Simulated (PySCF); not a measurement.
C$_{7}$H$_{9}$NOSn (Sn(vinyl)3(NCO))

Input

```
{"job": {"kind": "uv", "xc": "B3LYP", "basis": "def2-SVPD", "ip": false, "nstates": 10}, "charge": 0, "multiplicity": 1}
Sn     0.256258     0.414049     0.163433
C     -0.135495     0.334571     2.257821
C     -0.902127    -0.615418     2.798119
H      0.302142     1.104545     2.904952
H     -1.364607    -1.406161     2.196867
H     -1.106141    -0.647645     3.875108
C      2.290739     0.100193    -0.383538
C      2.664567    -0.982881    -1.069044
H      3.041400     0.848403    -0.101764
H      1.946030    -1.752162    -1.373335
H      3.708815    -1.148586    -1.359453
C     -0.695708     2.035782    -0.836408
C     -1.628183     1.824988    -1.769177
H     -0.414493     3.062916    -0.574220
H     -1.938642     0.814923    -2.059469
H     -2.125869     2.654528    -2.285734
N     -0.684617    -1.223657    -0.606041
C     -1.327014    -2.222939    -0.757490
O     -1.949825    -3.202009    -0.936056
```

Run with:

```sh
OMP_NUM_THREADS=1 python probes_run.py task.json out
```

Geometry: PBE0-D3(BJ)/def2-SVP; core potentials replace the inner electrons of Sn.

All numbers below come from B3LYP/def2-SVPD, SCF density, gas phase, scalar-relativistic core potentials on the heavy atoms in PySCF 2.14.0.

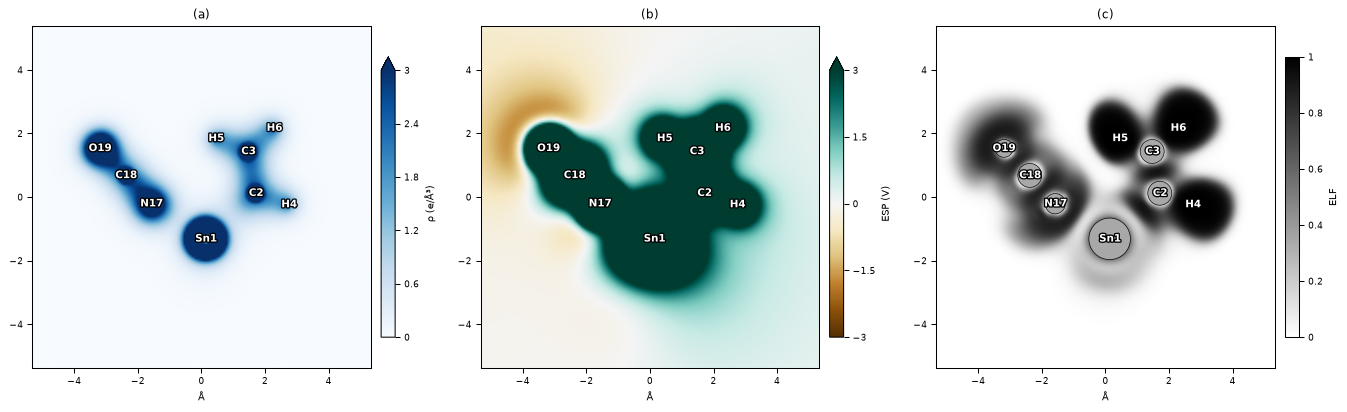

Figure 1. (a) electron density; (b) molecular electrostatic potential; (c) electron localisation function on the plane of atoms C2, C3 and H6. Grey discs cover the atomic cores in the ELF map.

Q: Describe what can be read from this map.

A: The plane passes through Sn, C, H, N and O nuclei.
C–O (1.17 Å): ρ at the midpoint is about 3.5 e/Å³; the ELF peaks at about 0.85 between the atoms (a short, multiple covalent bond).
C–N (1.20 Å): the density is about 3.1 e/Å³ at the midpoint; the ELF peaks at about 0.85 between the atoms; a short, multiple covalent bond.
C–C (1.33 Å): ρ is about 2.3 e/Å³ halfway; the ELF peaks at about 0.90 between the atoms; a multiple bond.
Sn–N (2.04 Å): ρ at the midpoint is about 0.65 e/Å³; the ELF peaks at about 0.85 in the valence shell of N, 0.6 Å from its nucleus, and drops to about 0.10 between the two atoms.
C–Sn (2.13 Å): ρ is about 0.71 e/Å³ halfway; the ELF peaks at about 0.95 in the valence shell of C, 0.7 Å from its nucleus, and drops to about 0.20 between the two atoms.
The ELF also peaks beside O19, away from the bonds: lone-pair regions.
Outside the dense part of the molecule the potential is most negative (−1.6 V) near O19.

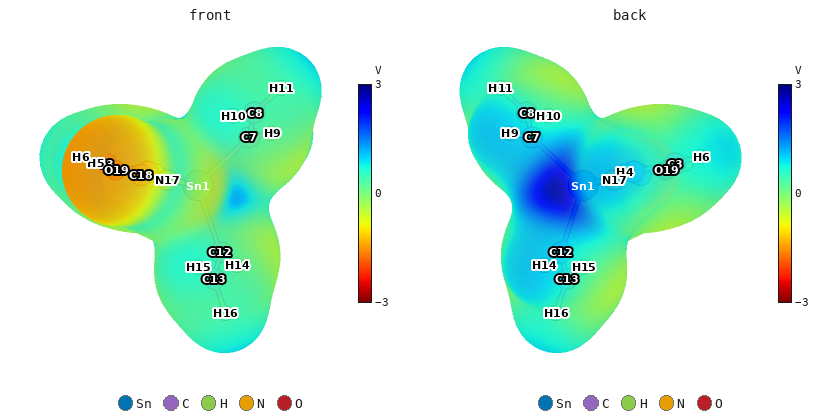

Figure 2. The molecular electrostatic potential painted on the density surface at 0.002 e/bohr³, seen from the front and from behind; the colour scale runs from red (negative) to blue (positive).

Q: Describe the electrostatic potential map.

A: The most negative region (about −1.5 V, or −35 kcal/mol for a unit charge) lies over O19, the most positive (about +2.6 V, or +60 kcal/mol for a unit charge) over Sn1. O19 is the likeliest acceptor of a hydrogen bond.

Q: What dipole moment does the calculation give?

A: Its dipole moment is 4.35 D.
